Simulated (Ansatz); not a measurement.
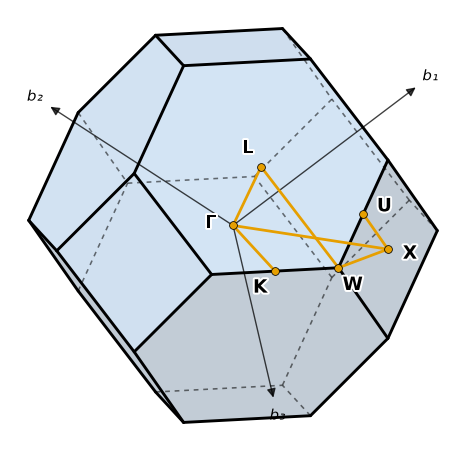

Crystal: GaSb, the geometry relaxed with DFT PBE+D3(BJ), scalar-relativistic, plane waves, PAW in Ansatz 0.2.0. The figure shows the first Brillouin zone with its special points and a band path. All values are computed from the atomic coordinates in the standard setting (tolerance 0.002 Å).

Labels and path follow the convention of Hinuma et al. (2017), as computed by seekpath; the arrows show the directions of the reciprocal primitive vectors b₁, b₂, b₃.

**What lattice type do the shape and the labels point to?**

A face-centred cubic lattice (cF; extended symbol cF2). The zone is a truncated octahedron in its combinatorial type: 14 faces (6 with 4 edges, 8 with 6 edges), 36 edges, 24 vertices.

**In which order does the conventional band path visit the special points?**

Γ–X–U | K–Γ–L–W–X
